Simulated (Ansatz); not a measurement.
Bands of a (8,8) MoS2 nanotube, along its axis.

Levels: PBE (plane waves to 420 eV, PAW; Ansatz, a quantum-chemistry and plane-wave program); PBE with spin-orbit coupling run with Ansatz. Unmarked values and the geometry are of the first. Mesh 1×1×10. No spin polarisation, so a magnetic state wasn't tested. Periodic along z alone, with about 11 Å of vacuum beside it. An idealised model, rolled from the flat sheet. Symmetry and one short period hold its shape; lower forms weren't sought. Values not marked SOC lack spin–orbit coupling.

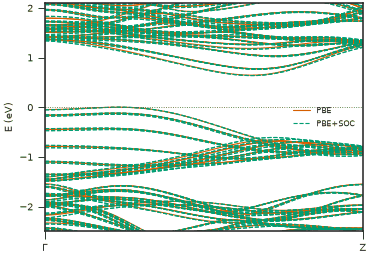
*Bands from the zone centre to the zone edge (period 3.20 Å); the dotted line marks the highest filled level of each set*

Q: Is it a metal or a semiconductor at this level? Give what the bands show.

A: A semiconductor in PBE.
| Quantity | Result |
|---|---|
| PBE gap | 0.64 eV, indirect, from k = 0.115 × 2π/c to k = 0.323 × 2π/c |
| PBE+SOC gap at this geometry | 0.64 eV |
